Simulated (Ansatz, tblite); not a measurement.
Breaking a bond: SNa (cation, charge +1), lowest singlet found (which spin is the ground state isn't settled by this scan).

Levels of theory: RCCSD = CCSD on RHF/aug-cc-pVDZ, frozen core run with Ansatz (a first-principles code); GFN2-xTB, 300 K electronic temperature (tblite); RKS-PBE = restricted PBE/aug-cc-pVDZ run with Ansatz.

Energies are in kcal/mol, each relative to the lowest point of its own curve between 2.46 and 3.66 Å, where full CI is lowest.

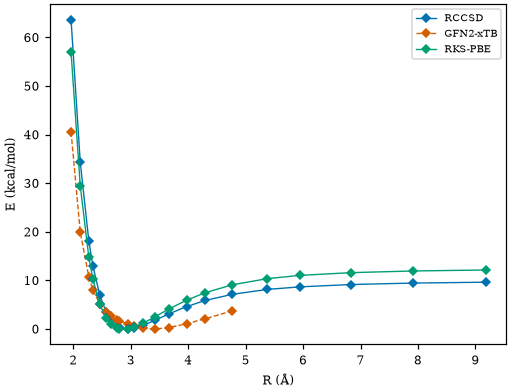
Energy against bond length for each method.

```json
[
 {"R / Å": "1.96", "RCCSD": "63.7", "GFN2-xTB": "40.6", "RKS-PBE": "57.0"},
 {"R / Å": "2.12", "RCCSD": "34.3", "GFN2-xTB": "20.0", "RKS-PBE": "29.5"},
 {"R / Å": "2.27", "RCCSD": "18.1", "GFN2-xTB": "10.6", "RKS-PBE": "14.7"},
 {"R / Å": "2.34", "RCCSD": "13.0", "GFN2-xTB": "8.1", "RKS-PBE": "10.2"},
 {"R / Å": "2.46", "RCCSD": "7.0", "GFN2-xTB": "5.1", "RKS-PBE": "5.1"},
 {"R / Å": "2.57", "RCCSD": "3.5", "GFN2-xTB": "3.5", "RKS-PBE": "2.3"},
 {"R / Å": "2.66", "RCCSD": "1.8", "GFN2-xTB": "2.6", "RKS-PBE": "0.9"},
 {"R / Å": "2.76", "RCCSD": "0.7", "GFN2-xTB": "1.9", "RKS-PBE": "0.2"},
 {"R / Å": "2.80", "RCCSD": "0.4", "GFN2-xTB": "1.7", "RKS-PBE": "0.0"},
 {"R / Å": "2.95", "RCCSD": "0.0", "GFN2-xTB": "1.0", "RKS-PBE": "0.0"},
 {"R / Å": "3.06", "RCCSD": "0.2", "GFN2-xTB": "0.7", "RKS-PBE": "0.4"},
 {"R / Å": "3.22", "RCCSD": "0.7", "GFN2-xTB": "0.2", "RKS-PBE": "1.2"},
 {"R / Å": "3.42", "RCCSD": "1.8", "GFN2-xTB": "0.0", "RKS-PBE": "2.5"},
 {"R / Å": "3.66", "RCCSD": "3.1", "GFN2-xTB": "0.3", "RKS-PBE": "4.1"},
 {"R / Å": "3.97", "RCCSD": "4.6", "GFN2-xTB": "1.1", "RKS-PBE": "5.9"},
 {"R / Å": "4.30", "RCCSD": "5.9", "GFN2-xTB": "2.1", "RKS-PBE": "7.5"},
 {"R / Å": "4.77", "RCCSD": "7.1", "GFN2-xTB": "3.7", "RKS-PBE": "9.1"},
 {"R / Å": "5.38", "RCCSD": "8.1", "GFN2-xTB": "—", "RKS-PBE": "10.4"},
 {"R / Å": "5.95", "RCCSD": "8.7", "GFN2-xTB": "—", "RKS-PBE": "11.0"},
 {"R / Å": "6.84", "RCCSD": "9.2", "GFN2-xTB": "—", "RKS-PBE": "11.6"},
 {"R / Å": "7.92", "RCCSD": "9.5", "GFN2-xTB": "—", "RKS-PBE": "11.9"},
 {"R / Å": "9.18", "RCCSD": "9.6", "GFN2-xTB": "—", "RKS-PBE": "12.1"}
]
```

At the longest distance, 9.18 Å, RKS-PBE lies highest above its minimum (12.1 kcal/mol) and RCCSD lowest (9.6 kcal/mol).

A dash means that the run gave no value there, or that the column was ended at a point which the program doubted or which failed a test of continuity chosen for this set; such a test can also cut sound points.

The restricted form behind RKS-PBE keeps the bonding electrons paired and can't separate into open-shell fragments.
